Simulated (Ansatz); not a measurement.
# B3LYP/3-21G run of HS− (hydrosulfide)

What is the energy change on altering one bond length of HS− (hydrosulfide) at B3LYP/3-21G? 

The results are computed with Ansatz 0.2.0.

3 further runs of the same task are left out: 2 that didn't finish, 1 set aside as unsound or not needed.

## 1. The system as given

HS−: 2 atoms, total charge -1, spin state singlet. SMILES: `[SH-]`. The coordinates come from a PBE0-D4/def2-TZVPD relaxation.

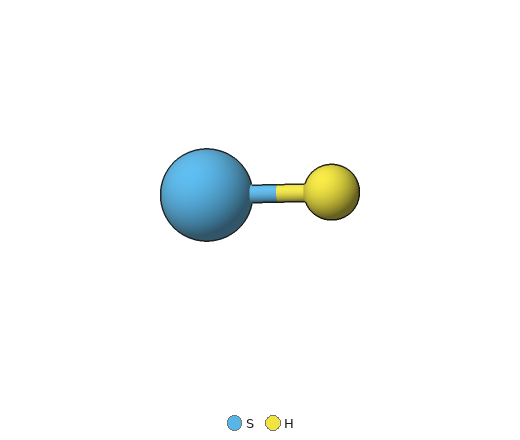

The structure, seen from a chosen angle (sulfur blue, hydrogen yellow).

## 2. A single-point energy at B3LYP/3-21G

Contents of in.yaml:

```yaml
basis:
  gaussian:
    orbitals: 3-21G.json
crystal:
  periodic: [false, false, false]
  atoms:
    - {symbol: S, position_ang: [0.574700, -0.187900, 0.295500]}
    - {symbol: H, position_ang: [-0.574700, 0.187900, -0.295500]}
total_charge: -1
hamiltonian:
  xc: {name: B3LYP}
accuracy: high
```

The basis set 3-21G is read from a file made from the Basis Set Exchange's data (not shown).

Run with:

```console
$ ansatz run in.yaml --threads 1 --pin off --max-ram 2610MiB --events-out events.jsonl --progress --plain --runs-dir runs
```

The log of the run:

```text
Warning: RAYON_NUM_THREADS=1 ignored (pool sized by the plan → 1); use --threads N
Functional definition: B3LYP
  name "B3LYP"
  parameter a0 = 0.2
  parameter ax = 0.72
  parameter ac = 0.81
  exchange = (1 - a0 - ax)*slater_x + ax*b88_x + a0*exact_x
  correlation = (1 - ac)*vwn_rpa_c + ac*lyp_c
269 factors; integrals over basis functions are off by at most 3.6e-9 eV
mean field evaluation 1: about -10798.4002 eV, gradient 9.4e0 eV
mean field evaluation 2: about -10798.5778 eV, gradient 5.9e0 eV
mean field evaluation 4: about -10798.6750 eV, gradient 2.3e-2 eV
mean field evaluation 8: about -10798.6716 eV, gradient 4.8e-4 eV
mean field -10798.67163175 eV, -396.8438628644 hartree, gradient 1.5e-8 eV, S^2 0.000000; 0 other end points of the search recorded, 0 dependent functions left out
reference -10798.67165419 eV, -396.8438636891 hartree; 9, 9 occupied and 6, 6 virtual orbitals, 269 factors
Total energy: -10798.67165419 eV, -396.8438636891 hartree
```

Wall time 0.34 s (1 thread of Arm Neoverse V2, shared host).

## 3. The distorted shape

Contents of molecule.yaml:

```yaml
basis:
  gaussian: {orbitals: 3-21G.json}
crystal:
  periodic: [false, false, false]
  atoms:
    - {symbol: S, position_ang: [0.862085, -0.281862, 0.443268]}
    - {symbol: H, position_ang: [-0.574700, 0.187900, -0.295500]}
total_charge: -1
hamiltonian: {xc: {name: B3LYP}}
accuracy: high
```

The basis set 3-21G is read from a file made from the Basis Set Exchange's data (not shown).

Run with:

```console
$ ansatz run molecule.yaml --threads 1 --pin off --max-ram 2610MiB --events-out events.jsonl --progress --plain --runs-dir runs
```

The log of the run, shortened:

```text
Warning: RAYON_NUM_THREADS=1 ignored (pool sized by the plan → 1); use --threads N
[... 7 set-up lines as earlier in the session ...]
269 factors; integrals over basis functions are off by at most 3.7e-9 eV
mean field evaluation 1: about -10797.8708 eV, gradient 1.0e1 eV
mean field evaluation 2: about -10797.9710 eV, gradient 8.3e0 eV
mean field evaluation 4: about -10798.1651 eV, gradient 3.3e-2 eV
mean field evaluation 8: about -10798.1635 eV, gradient 2.7e-4 eV
mean field evaluation 16: about -10798.1635 eV, gradient 7.9e-9 eV
mean field -10798.16351055 eV, -396.8251897548 hartree, gradient 7.9e-9 eV, S^2 0.000000; 0 other end points of the search recorded, 0 dependent functions left out
reference -10798.16353354 eV, -396.8251905994 hartree; 9, 9 occupied and 6, 6 virtual orbitals, 269 factors
Total energy: -10798.16353354 eV, -396.8251905994 hartree
```

Run time: 0.34 s. Hardware: 1 thread of Arm Neoverse V2, shared host.

## 4. Summary of results

At B3LYP/3-21G:

| quantity | value |
| --- | --- |
| first shape: total energy | -396.84386 Eh |
| distorted shape: total energy | -396.82519 Eh |
| energy change with the S1–H2 bond stretched from 1.346 to 1.682 Å | 0.508 eV |

In words: With the S1–H2 bond stretched from 1.346 to 1.682 Å the energy rises by 0.51 eV (11.7 kcal/mol). The first shape isn't relaxed at this level, so the change isn't measured from a minimum.
